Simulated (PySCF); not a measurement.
**One shape, several levels: singlet BNH2**

We compute a comparison of 6 runs (PBE/STO-3G, PBE0/STO-3G, SVWN5/STO-3G, NEVPT2(10,10)/STO-3G, NEVPT2(2,2)/STO-3G, CCSD(T)/STO-3G) of singlet BNH2. The job is set up through a Python script.

The calculation is run with PySCF 2.14.0.

11 further runs of the same task are left out: 4 that didn't finish, 7 set aside as unsound or not needed.

## (1) The structure to begin with

The species is BNH2 (4 atoms), meant as a singlet with charge 0. SMILES of the parent species: `B[N]`. The shape is that of a GFN2-xTB optimisation. That shape belongs to the parent species and isn't relaxed for this state.

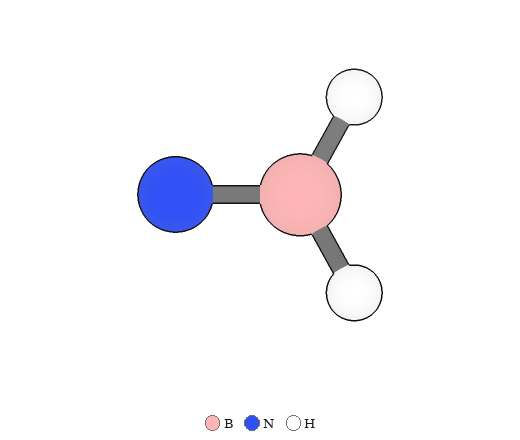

The structure, seen from a chosen angle (boron pink, nitrogen blue, hydrogen white).

## (2) The energy at PBE/STO-3G (run 1)

File input.py:

```python
from pyscf import gto, dft

system = gto.Mole()
system.atom = 'B -0.035750 0.006580 -0.023930; N 1.041780 -0.191660 0.697680; H -1.056920 -0.473990 0.334600; H 0.050890 0.659060 -1.008340'
system.charge = 0
system.verbose = 3
system.max_memory = 1860
system.basis = 'sto-3g'
system.spin = 0
system.build()

mf = dft.RKS(system)
mf.xc = 'pbe'
mf.conv_tol = 1e-10
mf.grids.level = 5
mf.kernel()
if not mf.converged:
    mf = mf.newton().run(mf.mo_coeff, mf.mo_occ)

e_tot = mf.e_tot
print(f'total energy: {e_tot:.8f} hartree')
```

Launch:

```bash
$ OMP_NUM_THREADS=1 python input.py
```

The log of the run:

```text
converged SCF energy = -79.5391558151009
total energy: -79.53915582 hartree
```

It took 1.6 s on 1 thread of Arm Neoverse V1, shared host; peak memory 0.17 GiB.

## (3) The energy at PBE0/STO-3G (run 2)

File run.py:

```python
from pyscf import gto, dft

mol = gto.M(
    atom='''
B     -0.067558     0.012434    -0.045221
N      1.968679    -0.362185     1.318424
H     -1.997289    -0.895711     0.632302
H      0.096168     1.245443    -1.905486
''',
    charge=0,
    max_memory=1860,
    unit='bohr',
    basis='sto-3g',
    verbose=3,
)

mf = dft.RKS(mol, xc='pbe0')
mf.conv_tol = 1e-10
mf.grids.level = 5
mf.kernel()
if not mf.converged:
    mf = mf.newton().run(mf.mo_coeff, mf.mo_occ)

e_tot = mf.e_tot
print(f'total energy: {e_tot:.8f} hartree')
```

Launch:

```bash
$ OMP_NUM_THREADS=1 python run.py
```

The log of the run:

```text
converged SCF energy = -79.5490720295836
total energy: -79.54907203 hartree
```

Run time: 1.6 s. Hardware: 1 thread of Arm Neoverse V1, shared host; peak memory 0.17 GiB.

Run 3 isn't shown in full; the table further down has it.

## (4) A single-point energy at NEVPT2(10,10)/STO-3G (run 4)

File calc.py:

```python
import numpy
from pyscf import gto, scf, mp, mcscf, mrpt

mol = gto.Mole()
mol.atom = 'B -0.035750 0.006580 -0.023930; N 1.041780 -0.191660 0.697680; H -1.056920 -0.473990 0.334600; H 0.050890 0.659060 -1.008340'
mol.basis = 'sto-3g'
mol.verbose = 4
mol.charge = 0
mol.max_memory = 1860
mol.build()

mf = mol.RHF()
mf.conv_tol = 1e-10
mf.kernel()
if not mf.converged:
    mf = mf.newton().run(mf.mo_coeff, mf.mo_occ)

pt = mp.MP2(scf.addons.convert_to_uhf(mf)).run()
noons, natorbs = mcscf.addons.make_natural_orbitals(pt)
print('natural occupations', numpy.round(noons[:40], 4))
cas = mcscf.CASSCF(mf, 10, 10)
cas.fix_spin_(ss=0.0)
cas.natorb = True
cas.kernel(natorbs)
e_pt2 = mrpt.NEVPT(cas).kernel()
etot = cas.e_tot + e_pt2
print('E = %.10f Eh' % etot)
```

Launch:

```bash
$ OMP_NUM_THREADS=1 python calc.py
```

The log of the run:

```text
PySCF version 2.14.0

[INPUT] num. atoms = 4
[INPUT] num. electrons = 14
[INPUT] charge = 0
[INPUT] spin (= nelec alpha-beta = 2S) = 0
[INPUT] symmetry False subgroup None
[INPUT] Mole.unit = angstrom
[INPUT] Symbol           X                Y                Z      unit          X                Y                Z       unit  Magmom
[INPUT]  1 B     -0.035750000000   0.006580000000  -0.023930000000 AA   -0.067557708953   0.012434397900  -0.045221146161 Bohr   0.0
[INPUT]  2 N      1.041780000000  -0.191660000000   0.697680000000 AA    1.968678882049  -0.362184909034   1.318424122587 Bohr   0.0
[INPUT]  3 H     -1.056920000000  -0.473990000000   0.334600000000 AA   -1.997289335575  -0.895711285783   0.632302361279 Bohr   0.0
[INPUT]  4 H      0.050890000000   0.659060000000  -1.008340000000 AA    0.096168162479   1.245442899656  -1.905486440444 Bohr   0.0

nuclear repulsion = 22.289479014901
number of shells = 8
number of NR pGTOs = 36
number of NR cGTOs = 12
basis = sto-3g
ecp = {}

[... 37 lines left out ...]
converged SCF energy = -79.1682828892751
[... 32 lines left out ...]
sorting_mo_energy = False
[... 20 lines left out ...]
1-step CASSCF converged in   3 macro ( 15 JK   6 micro) steps
[... 3 lines left out ...]
Natural orbital (expansion on meta-Lowdin AOs) in CAS space
[... 24 lines left out ...]
CASSCF energy = -79.2877117323390
[... 7 lines left out ...]
Natural orbital (expansion on meta-Lowdin AOs) in CAS space
[... 32 lines left out ...]
Nevpt2 Energy = -0.000607702215374
E = -79.2883194346 Eh
```

Run time: 37 s. Hardware: 1 thread of Arm Neoverse V1, shared host; peak memory 0.16 GiB.

Run 5 isn't shown in full; the table further down has it.

## (5) A single-point energy at CCSD(T)/STO-3G (run 6)

File calc.py:

```python
from pyscf import gto, scf, cc

mol = gto.Mole()
mol.atom = '''
B   -0.035750   0.006580  -0.023930
N    1.041780  -0.191660   0.697680
H   -1.056920  -0.473990   0.334600
H    0.050890   0.659060  -1.008340
'''
mol.spin = 0
mol.max_memory = 1860
mol.verbose = 3
mol.charge = 0
mol.basis = 'sto-3g'
mol.build()

mf = scf.RHF(mol)
mf.conv_tol = 1e-10
mf.kernel()
if not mf.converged:
    mf = mf.newton().run(mf.mo_coeff, mf.mo_occ)

mycc = cc.CCSD(mf, frozen=2)
mycc.kernel()
e_t = mycc.ccsd_t()
e_final = mycc.e_tot + e_t
print(f'total energy: {e_final:.8f} hartree')
```

Launch:

```bash
$ OMP_NUM_THREADS=1 python calc.py
```

The log of the run:

```text
converged SCF energy = -79.1682828892751
E(CCSD) = -79.28282326678143  E_corr = -0.1145403775063517
CCSD(T) correction = -0.00342324353055547
total energy: -79.28624651 hartree
```

It took 0.72 s on 1 thread of Arm Neoverse V1, shared host; peak memory 0.1 GiB.

## (6) All runs side by side

| run | level | integration grid | active selection | energy (Eh) | dipole moment (D) of the reference | HOMO energy (eV) | LUMO energy (eV) | wall time |
| --- | --- | --- | --- | --- | --- | --- | --- | --- |
| 1 | PBE/STO-3G | 5 | – | -79.539156 | 1.05 | -5.35 | -3.51 | 1.6 s |
| 2 | PBE0/STO-3G | 5 | – | -79.549072 | 0.94 | -6.96 | -2.11 | 1.6 s |
| 3 | SVWN5/STO-3G | 5 | – | -78.888473 | 1.18 | -5.28 | -3.50 | 1.3 s |
| 4 | NEVPT2(10,10)/STO-3G | – | mp2 natural orbitals | -79.288319 | 0.67 | -10.98 | 4.20 | 37 s |
| 5 | NEVPT2(2,2)/STO-3G | – | mp2 natural orbitals | -79.257745 | 0.67 | -10.98 | 4.20 | 0.81 s |
| 6 | CCSD(T)/STO-3G | – | – | -79.286247 | 0.67 | -10.98 | 4.20 | 0.72 s |

## (7) What came out

| quantity | value |
| --- | --- |
| run 6: total energy | -79.28625 Eh |
| run 6: dipole moment (Hartree–Fock density) | 0.67 D |
| run 6: HOMO energy (Hartree–Fock orbitals) | -10.98 eV |
| run 6: LUMO energy (Hartree–Fock orbitals) | 4.20 eV |
| run 6: HOMO–LUMO gap (Hartree–Fock orbitals) | 15.19 eV |
| run 6: correlation energy (2 core orbitals frozen) | -118.0 mEh |
| run 6: (T) correction | -3.42 mEh |
| run 6: T1 diagnostic | 0.041 |

What this shows: Over runs 1, 2, 3 the dipole moment (its size) runs from 0.94 D (PBE0/STO-3G) to 1.18 D (SVWN5/STO-3G). Over runs 1, 2, 3 the HOMO–LUMO gap runs from 1.79 eV (SVWN5/STO-3G) to 4.84 eV (PBE0/STO-3G). Totals of different functionals can't be ranked against each other. In run 6 the T1 diagnostic is large, so a single reference may not serve. In runs 1, 2, 3, 4, 5, 6 the basis is minimal, so the values are rough. All runs together took 43 s, the longest 37 s.
